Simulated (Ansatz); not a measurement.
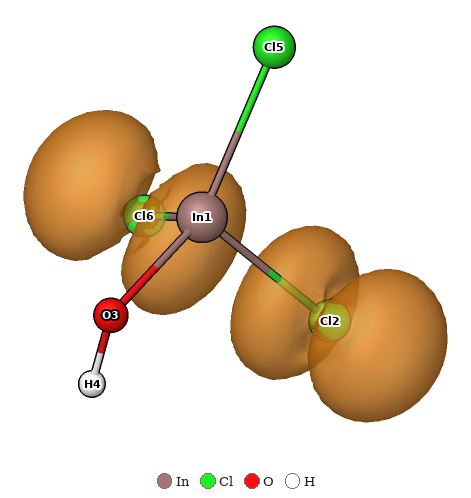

Cl₃HInO (doublet). Isosurfaces of the spin density (α minus β) at +0.02 (orange) and −0.02 e/Å³ (purple), seen at an oblique angle.

Core potentials replace the inner electrons of In.

These are results of UKS LDA/def2-SVP in Ansatz, not measurements.

```xyz
6

In   -0.1598   -0.2162    0.5371
Cl    0.7826   -1.5973    2.3905
O     1.1286    0.1739   -0.9066
H     2.0253    0.2717   -0.5254
Cl   -2.4032   -0.6039    0.1952
Cl    0.2601    1.0200    2.6643
```

Which atoms carry the spin?

Answer. The unpaired spin (1 electron) lies mostly on Cl2 (about 0.5) and Cl6 (about 0.5), in electrons by Hirshfeld's partition.
